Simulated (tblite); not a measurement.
C$_{6}$H$_{5}$O$_{3}$: frequency calculation

C$_{6}$H$_{5}$O$_{3}$, multiplicity 2, computed with GFN2-xTB harmonic vibrations, gas phase (tblite 0.8.0).

It belongs to a series of runs on one base structure; here: H removed from sp2 C.

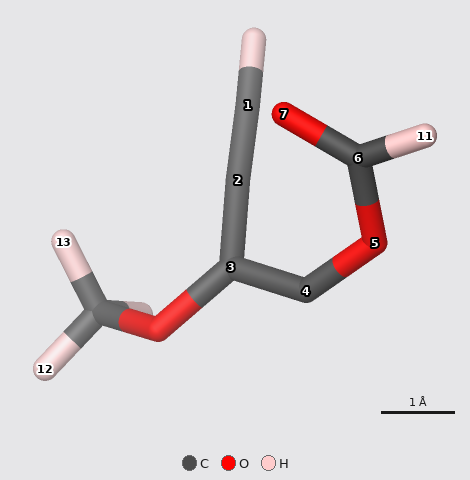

**Figure 1.** The structure (stick view, seen at a tilt; atoms are numbered from 1 in the order of the input). Bond lengths as drawn: C–C 1.20 to 1.42 Å, C–H 1.05 to 1.10 Å and C–O 1.20 to 1.41 Å.

Key numbers

```tsv
quantity	value
outcome	converged
total energy	−745.5158 eV
zero-point energy	57.4830 kcal/mol
hardware	1 CPU thread, shared host
wall time	0.63 s
peak memory	0.18 GiB
```

Input file
```
{"job": {"kind": "ir", "xc": "GFN2-xTB", "basis": "xTB"}, "charge": 0, "multiplicity": 2}
C     -0.698199     1.887031     0.302643
C     -0.377381     0.766836     0.005230
C      0.070956    -0.533247    -0.363414
C      1.313398    -0.643592    -0.841778
O      2.432439     0.038164    -0.700099
C      2.808850     0.554805     0.490018
O      2.168141     0.534265     1.500068
O     -0.797112    -1.572793    -0.418488
C     -2.167244    -1.263393    -0.293487
H     -0.989342     2.852828     0.592429
H      3.813213     0.985579     0.373381
H     -2.691184    -2.215507    -0.350973
H     -2.383314    -0.783199     0.665926
H     -2.503898    -0.608250    -1.103095
```

The first line tells a small driver script what to run in tblite; the rest is the geometry in Å.

Launched with:
```bash
OMP_NUM_THREADS=1 python <driver script> task.json out
```

Log
```
mode    cm-1     km/mol
  1      61.3      1.05
  2      68.3      7.86
  3      92.9      2.45
  4     113.4      0.82
  5     151.9      4.46
  6     167.6      2.67
  7     234.0      4.77
  8     283.7      7.02
  9     351.0     15.59
 10     378.7      9.15
 11     451.4      0.87
 12     504.2      5.15
 13     554.9     21.97
 14     638.8     25.07
 15     670.5      8.91
 16     754.4     24.87
 17     774.8     30.27
 18     876.6      4.72
 19     983.3    117.57
 20    1043.5     21.74
 21    1105.1     92.73
 22    1125.9      1.68
 23    1161.6    163.52
 24    1234.9    359.94
 25    1328.2     19.59
 26    1404.1      3.60
 27    1460.7      8.48
 28    1472.0      9.95
 29    1615.6     65.19
 30    1742.9    416.06
 31    2214.5     12.01
 32    2863.8     64.13
 33    2943.0     33.34
 34    2958.6     28.58
 35    3038.1     10.55
 36    3386.1     13.83
```

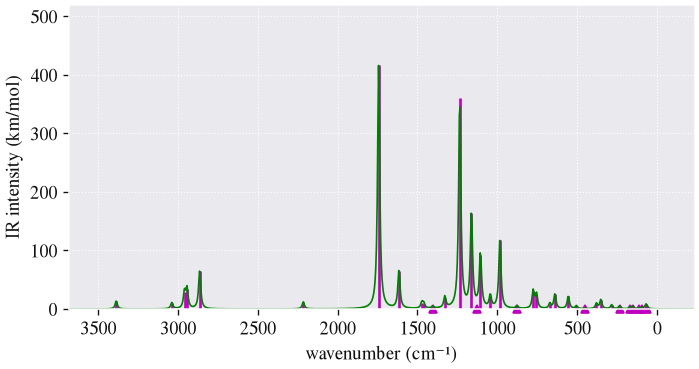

**Figure 2.** Harmonic infrared spectrum, unscaled: sticks (degenerate modes added up, dark ones marked on the axis) with a Lorentzian envelope of 16 cm⁻¹ full width, scaled to the tallest stick. 36 modes from 61 to 3386 cm⁻¹, none imaginary. The strongest line is at 1743 cm⁻¹ (416 km/mol).
